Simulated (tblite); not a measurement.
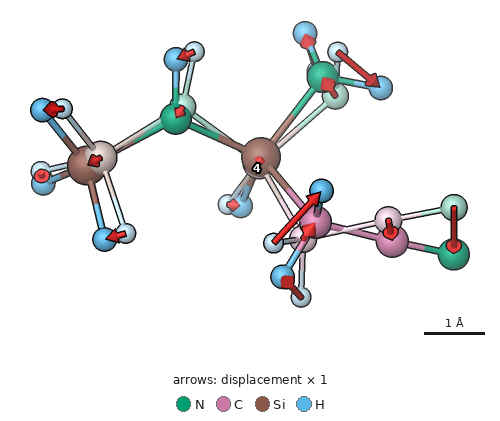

A relaxation of C$_{2}$H$_{9}$N$_{3}$Si$_{2}$. The starting structure is drawn faded, the final one solid; red arrows show the displacements, at their true length. The two geometries are superimposed by the best rigid fit.

A ball-and-stick model, seen at a tilt.

Method: GFN2-xTB geometry optimisation, gas phase in tblite. 

Question: What did the optimiser do to the structure, and how much energy did it gain?

Answer: The energy falls by 59.2 kJ/mol in 160 geometry steps. An N atom moves most after the best rigid fit: 1.31 Å. Largest moves by element: N 1.31 Å, H 1.22 Å, C 0.57 Å, Si 0.32 Å. Among the contacts that change: N–Si 1.794 → 1.721 Å, C–C 1.489 → 1.422 Å, C–Si 1.863 → 1.917 Å, H–N 1.044 → 1.008 Å. Among the angles between lasting bonds that change: Si–N–H 104.6° → 117.6°, Si–N–H 107.9° → 119.1°, Si–N–Si 118.2° → 129.3°. Groups turn about C–Si by about 55°. The run took 2 s on 1 thread of Arm Neoverse N1, on a shared host.
